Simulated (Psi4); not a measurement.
# A workflow on CHClFN (SMILES [H]/N=C(/F)Cl)

We compute a structure relaxation (singlet CHClFN, TPSS/6-311G**), then the energy (doublet CHClFN+, UTPSS/6-311G**), then a geometry optimisation (doublet CHClFN+, UTPSS/6-311G**), then a single-point energy (singlet CHClFN, TPSS/6-311G**) of CHClFN. 

The results are computed with Psi4 1.11.

### 1 The molecule

CHClFN has 5 atoms, charge 0, and is taken as a singlet. As SMILES, `[H]/N=C(/F)Cl`. All atoms were displaced at random from a relaxed shape. The run starts from this shape.

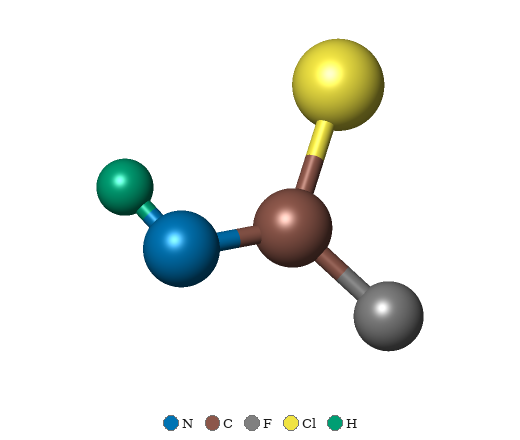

Viewed from a chosen angle; nitrogen blue, carbon brown, fluorine grey, chlorine yellow, hydrogen teal.

### 2 A geometry optimisation at TPSS/6-311G(d,p) (density fitting) (run 1)

File chclfn.xyz:

```xyz
5
CHClFN
N      0.353796     0.968774     0.201542
C      0.199734    -0.302324     0.096361
F      0.923195    -1.225198     0.810907
Cl    -0.901751    -1.026781    -0.988625
H     -0.241010     1.461830    -0.242473
```

File calc.py:

```python
import psi4

psi4.set_memory(1600000000)
psi4.set_num_threads(1)
psi4.set_output_file('output.dat', False)

with open('chclfn.xyz') as f:
    atoms = ''.join(f.readlines()[2:])
m = psi4.geometry('0 1\n' + atoms + '')

options = {'basis': '6-311G**'}
psi4.set_options(options)

e = psi4.optimize('tpss', molecule=m)
print('E =', round(e, 9))
m.save_xyz_file('final.xyz', False)
```

On the command line:

```bash
python calc.py
```

output.dat:

```text
[...]
  Running in c1 symmetry.
[...]
  Nuclear repulsion =  150.024868813793915
[...]
  Multiplicity = 1
[...]
  Nalpha       = 20
  Nbeta        = 20
[...]
    Number of basis functions: 86
[...]
   @DF-RKS iter   1:  -653.23701973051436    1.11435e-01   1.03367e-02 DIIS/ADIIS
[...]
   @DF-RKS iter   8:  -653.58707374978167   -6.82121e-13   2.50932e-09 DIIS
[...]
  @DF-RKS Final Energy:  -653.58707374978167
   => Energetics <=
    Nuclear Repulsion Energy =            149.4676587782432193
    One-Electron Energy =               -1197.3247501048267623
    Two-Electron Energy =                 445.7046537418372054
    DFT Exchange-Correlation Energy =     -51.4346361650354424
    Empirical Dispersion Energy =           0.0000000000000000
    VV10 Nonlocal Energy =                  0.0000000000000000
    Total Energy =                       -653.5870737497816663
[...]
 Multipole Moments:
 ------------------------------------------------------------------------------------
     Multipole            Electronic (a.u.)      Nuclear  (a.u.)        Total (a.u.)
 ------------------------------------------------------------------------------------
 L = 1.  Multiply by 2.5417464519 to convert [e a0] to [Debye]
 Dipole X            :         -0.0798199           -0.3200472           -0.3998670
 Dipole Y            :         -2.7439039            2.9817150            0.2378111
 Dipole Z            :         -0.1239848           -0.2573261           -0.3813108
 Magnitude           :                                                    0.6015361
[...]
  -Total Gradient:
     Atom            X                  Y                   Z
    ------   -----------------  -----------------  -----------------
       1        0.000062825994    -0.000025537469     0.000063679966
       2       -0.000075549385     0.000003779053    -0.000079728249
       3        0.000039498969    -0.000047625295     0.000039213987
       4        0.000026322708     0.000028035081     0.000027835649
       5       -0.000043760758     0.000052067004    -0.000041800461
[...]
    Final optimized geometry and variables:
    Molecular point group: c1
    Full point group: C1
    Geometry (in Angstrom), charge = 0, multiplicity = 1:
    N            0.469256894871     1.554267241997     0.478902584314
    C            0.296159770831     0.332408989280     0.291096707947
    F            1.000861636321    -0.581980393756     0.954591752422
    CL          -0.829198226020    -0.481652704306    -0.807386194461
    H           -0.142503448935     2.129450511558    -0.100829903931
[...]
```

Standard output:

```text
Optimizer: Optimization complete!
E = -653.58707375
```

Run time: 96 s. Hardware: 1 thread of AMD EPYC 7R43 (Zen 3), shared host; peak memory 0.79 GiB.

Step by step:

| step | energy from the first frame kept (eV) | largest force (eV/Å) |
| --- | --- | --- |
| 0 | 0.0000 | 10.5830 |
| 1 | -0.6375 | 0.9263 |
| 2 | -0.6602 | 0.3482 |
| 3 | -0.6563 | 0.4187 |
| 4 | -0.6636 | 0.0672 |
| 5 | -0.6638 | 0.0286 |
| 6 | -0.6638 | 0.0056 |

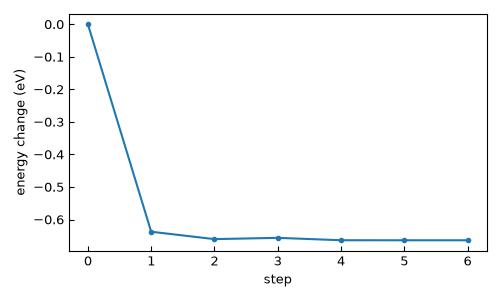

Energy along the run.

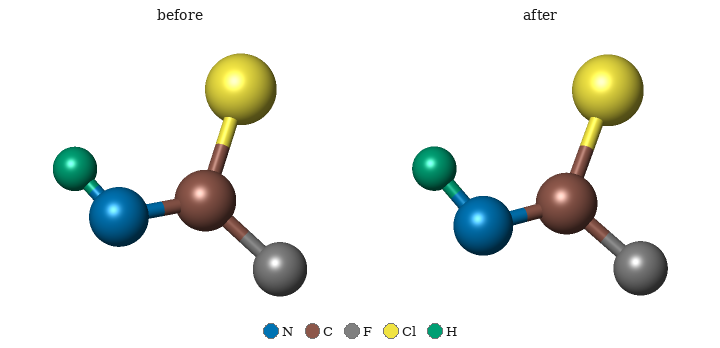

Before and after, at one scale.

After the run. Bond lengths: N1–C2 1.248 Å, C2–F3 1.332 Å, C2–Cl4 1.771 Å, N1–H5 1.020 Å. Angles: N1–C2–F3 121.6°, N1–C2–Cl4 129.2°, F3–C2–Cl4 109.3°, C2–N1–H5 112.5°.

### 3 The doublet cation: the energy at UTPSS/6-311G(d,p) (density fitting) (run 2)

File calc.in:

```
memory 1600 MB

molecule m {
  1 2
  N      0.72607813     1.82234416     0.54489308
  C      0.39897221    -0.48663282     0.18999117
  F      1.73066599    -2.21457760     1.44381690
  Cl    -1.72764620    -2.02498705    -1.88583896
  H     -0.42998261     2.90928250    -0.55064163
  units bohr
  symmetry c1
}

set reference uks

energy('tpss/6-311G**')
```

On the command line:

```bash
psi4 -n 1 calc.in calc.out
```

calc.out:

```text
[...]
  Running in c1 symmetry.
[...]
  Nuclear repulsion =  149.467670495793186
[...]
  Multiplicity = 2
[...]
  Nalpha       = 20
  Nbeta        = 19
[...]
    Number of basis functions: 86
[...]
   @DF-UKS iter   1:  -652.78242489238403    5.81818e-01   1.01542e-02 ADIIS/DIIS
[...]
   @DF-UKS iter  13:  -653.17177742713193   -4.90960e-08   7.82752e-07 DIIS
[...]
   @S^2 Observed:                7.575781634E-01
[...]
    Orbital Energies [Eh]
    ---------------------
    Alpha Occupied:
       1A   -101.354876     2A    -24.709831     3A    -14.468054
       4A    -10.462354     5A     -9.586432     6A     -7.371105
       7A     -7.360983     8A     -7.354889     9A     -1.449132
      10A     -1.206383    11A     -1.100425    12A     -0.868669
      13A     -0.796108    14A     -0.761871    15A     -0.717379
      16A     -0.654516    17A     -0.629189    18A     -0.608126
      19A     -0.594010    20A     -0.575323
    Alpha Virtual:
      21A     -0.333548    22A     -0.304336    23A     -0.199598
      24A     -0.123254    25A     -0.014482    26A      0.037307
[...]
  @DF-UKS Final Energy:  -653.17177742713193
   => Energetics <=
    Nuclear Repulsion Energy =            149.4676704957931861
    One-Electron Energy =               -1185.9524634429951675
    Two-Electron Energy =                 434.3700044554955753
    DFT Exchange-Correlation Energy =     -51.0569889354253021
    Empirical Dispersion Energy =           0.0000000000000000
    VV10 Nonlocal Energy =                  0.0000000000000000
    Total Energy =                       -653.1717774271319286
[...]
 Multipole Moments:
 ------------------------------------------------------------------------------------
     Multipole            Electronic (a.u.)      Nuclear  (a.u.)        Total (a.u.)
 ------------------------------------------------------------------------------------
 L = 1.  Multiply by 2.5417464519 to convert [e a0] to [Debye]
 Dipole X            :         -0.1525546           -0.3200480           -0.4726026
 Dipole Y            :         -1.9016425            2.9817143            1.0800718
 Dipole Z            :         -0.1798024           -0.2573266           -0.4371290
 Magnitude           :                                                    1.2573743
[...]
```

Wall time 27 s (1 thread of AMD EPYC 7R43 (Zen 3), shared host); peak memory 0.74 GiB.

### 4 The doublet cation: a geometry optimisation at UTPSS/6-311G(d,p) (density fitting) (run 3)

File chclfn.dat:

```
memory 1600 MB

molecule system {
  1 2
  N      0.384224     0.964343     0.288345
  C      0.211127    -0.257515     0.100539
  F      0.915829    -1.171904     0.764035
  Cl    -0.914231    -1.071577    -0.997943
  H     -0.227537     1.539526    -0.291387
  symmetry c1
}

set {
  reference uks
}

energy_value, wavefunction = optimize('tpss/6-311G**', return_wfn=True)
```

On the command line:

```bash
psi4 chclfn.dat chclfn.out -n 1
```

chclfn.out:

```text
[...]
  Running in c1 symmetry.
[...]
  Nuclear repulsion =  149.467670376326822
[...]
  Multiplicity = 2
[...]
  Nalpha       = 20
  Nbeta        = 19
[...]
    Number of basis functions: 86
[...]
   @DF-UKS iter   1:  -652.78242489292609    5.81818e-01   1.01542e-02 ADIIS/DIIS
[...]
   @DF-UKS iter  10:  -653.19552929426834   -4.32010e-12   6.14680e-09 DIIS
[...]
   @S^2 Observed:                7.570274253E-01
[...]
  @DF-UKS Final Energy:  -653.19552929426834
   => Energetics <=
    Nuclear Repulsion Energy =            152.3399560733542444
    One-Electron Energy =               -1191.8468782813511098
    Two-Electron Energy =                 437.4160554031038259
    DFT Exchange-Correlation Energy =     -51.1046624893752650
    Empirical Dispersion Energy =           0.0000000000000000
    VV10 Nonlocal Energy =                  0.0000000000000000
    Total Energy =                       -653.1955292942683400
[...]
 Multipole Moments:
 ------------------------------------------------------------------------------------
     Multipole            Electronic (a.u.)      Nuclear  (a.u.)        Total (a.u.)
 ------------------------------------------------------------------------------------
 L = 1.  Multiply by 2.5417464519 to convert [e a0] to [Debye]
 Dipole X            :          0.0509331           -0.2886754           -0.2377423
 Dipole Y            :         -1.7357195            3.1602420            1.4245225
 Dipole Z            :          0.0190740           -0.2243928           -0.2053188
 Magnitude           :                                                    1.4587466
[...]
  -Total Gradient:
     Atom            X                  Y                   Z
    ------   -----------------  -----------------  -----------------
       1        0.000056993321    -0.000126784865     0.000101730717
       2        0.000029735267     0.000249333922    -0.000256074524
       3       -0.000030296637    -0.000096184475     0.000092820201
       4       -0.000024138656    -0.000074500483     0.000052421682
       5       -0.000073215117     0.000032143155    -0.000030394340
[...]
    Final optimized geometry and variables:
    Molecular point group: c1
    Full point group: C1
    Geometry (in Angstrom), charge = 1, multiplicity = 2:
    N            0.334584846749     1.506204125104     0.348161581004
    C            0.288220429619     0.246750406347     0.280945847175
    F            1.048627151470    -0.500341161207     1.002397356738
    CL          -0.801610000883    -0.485119741915    -0.780660255082
    H           -0.034451304347     2.398502820022     0.008098421279
    Psi4 run time: 0:03:40.91
[...]
```

On the terminal:

```text
Optimizer: Optimization complete!
```

It took 3.7 min on 1 thread of AMD EPYC 7R43 (Zen 3), shared host; peak memory 0.79 GiB.

The path in brief:

| step | energy from the first frame kept (eV) | largest force (eV/Å) |
| --- | --- | --- |
| 0 | 0.0000 | 4.2220 |
| 1 | -0.5073 | 1.9064 |
| 2 | -0.6382 | 0.2613 |
| 3 | -0.6435 | 0.1555 |
| 4 | -0.6458 | 0.1274 |
| 5 | -0.6461 | 0.0653 |
| 6 | -0.6459 | 0.1121 |
| 7 | -0.6463 | 0.0184 |

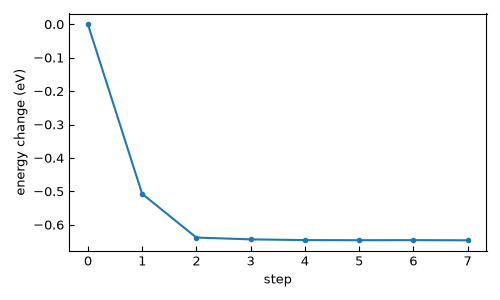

Energy along the run.

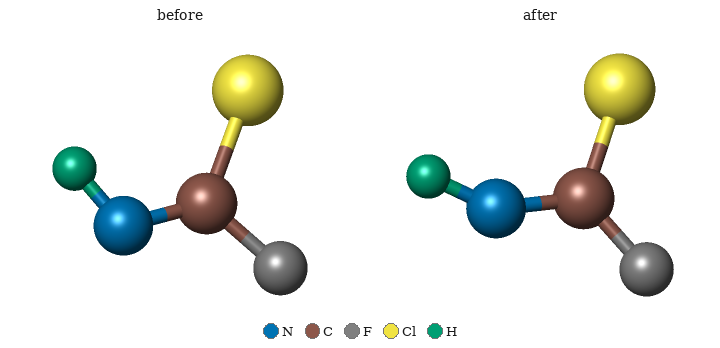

Before and after, at one scale.

After the run. Bond lengths: N1–C2 1.262 Å, C2–F3 1.287 Å, C2–Cl4 1.688 Å, N1–H5 1.024 Å. Angles: N1–C2–F3 121.8°, N1–C2–Cl4 119.3°, F3–C2–Cl4 118.8°, C2–N1–H5 147.0°.

### 5 The energy at TPSS/6-311G(d,p) (density fitting) (run 4)

File chclfn.dat:

```
memory 1.6 GB

molecule molecule1 {
  N      0.249552     0.916280     0.157605
  C      0.203188    -0.343174     0.090389
  F      0.963594    -1.090265     0.811840
  Cl    -0.886643    -1.075044    -0.971217
  H     -0.119484     1.808579    -0.182459
}

set {
  basis 6-311G**
}

energy("tpss")
print_variables()
```

On the command line:

```bash
psi4 -n 1 chclfn.dat chclfn.out
```

chclfn.out:

```text
[...]
  Running in c1 symmetry.
[...]
  Nuclear repulsion =  152.339971327039109
[...]
  Multiplicity = 1
[...]
  Nalpha       = 20
  Nbeta        = 20
[...]
    Number of basis functions: 86
[...]
   @DF-RKS iter   1:  -653.24794557928919    2.17127e-01   1.01385e-02 ADIIS/DIIS
[...]
   @DF-RKS iter  10:  -653.55641327669912   -4.51250e-08   9.24749e-07 DIIS
[...]
    Orbital Energies [Eh]
    ---------------------
    Doubly Occupied:
       1A   -101.039541     2A    -24.459277     3A    -14.093202
       4A    -10.170733     5A     -9.277567     6A     -7.059722
       7A     -7.049174     8A     -7.047908     9A     -1.218321
      10A     -0.879731    11A     -0.797660    12A     -0.606724
      13A     -0.531658    14A     -0.498205    15A     -0.472269
      16A     -0.387019    17A     -0.344469    18A     -0.323023
      19A     -0.270434    20A     -0.223938
[...]
  @DF-RKS Final Energy:  -653.55641327669912
   => Energetics <=
    Nuclear Repulsion Energy =            152.3399713270391089
    One-Electron Energy =               -1203.1858663446510036
    Two-Electron Energy =                 448.7567171116722307
    DFT Exchange-Correlation Energy =     -51.4672353707595605
    Empirical Dispersion Energy =           0.0000000000000000
    VV10 Nonlocal Energy =                  0.0000000000000000
    Total Energy =                       -653.5564132766991179
[...]
 Multipole Moments:
 ------------------------------------------------------------------------------------
     Multipole            Electronic (a.u.)      Nuclear  (a.u.)        Total (a.u.)
 ------------------------------------------------------------------------------------
 L = 1.  Multiply by 2.5417464519 to convert [e a0] to [Debye]
 Dipole X            :         -0.0098197           -0.2886749           -0.2984946
 Dipole Y            :         -2.8311531            3.1602422            0.3290890
 Dipole Z            :         -0.0579675           -0.2243930           -0.2823605
 Magnitude           :                                                    0.5264277
[...]
```

It took 16 s on 1 thread of AMD EPYC 7R43 (Zen 3), shared host; peak memory 0.73 GiB.

### 6 Results

| quantity | value |
| --- | --- |
| run 1, TPSS/6-311G**: total energy at the end | -653.58707 Eh |
| run 1, TPSS/6-311G**: dipole moment | 1.53 D |
| run 1, TPSS/6-311G**: HOMO energy | -7.68 eV |
| run 1, TPSS/6-311G**: LUMO energy | -1.45 eV |
| run 1, TPSS/6-311G**: HOMO–LUMO gap | 6.22 eV |
| doublet cation, run 2: total energy | -653.17178 Eh |
| doublet cation, run 2: HOMO energy (highest over α and β) | -15.36 eV |
| doublet cation, run 2: LUMO energy (lowest over α and β) | -14.86 eV |
| doublet cation, run 2: ⟨S²⟩ | 0.758 |
| doublet cation, run 3: total energy at the end | -653.19553 Eh |
| doublet cation, run 3: HOMO energy (highest over α and β) | -14.96 eV |
| doublet cation, run 3: LUMO energy (lowest over α and β) | -13.41 eV |
| doublet cation, run 3: ⟨S²⟩ | 0.757 |
| run 4, TPSS/6-311G**: total energy | -653.55641 Eh |
| run 4, TPSS/6-311G**: dipole moment | 1.34 D |
| run 4, TPSS/6-311G**: HOMO energy | -6.09 eV |
| run 4, TPSS/6-311G**: LUMO energy | -1.26 eV |
| run 4, TPSS/6-311G**: HOMO–LUMO gap | 4.84 eV |
| adiabatic ionisation energy (to the doublet cation, no zero-point term) | 10.654 eV |

The adiabatic ionisation energy (to the doublet cation, no zero-point term) is 10.65 eV (246 kcal/mol). The optimisation (run 1, TPSS/6-311G**) took 7 steps and changed the energy by -0.664 eV. The optimisation (doublet cation, run 3) took 8 steps and changed the energy by -0.646 eV.
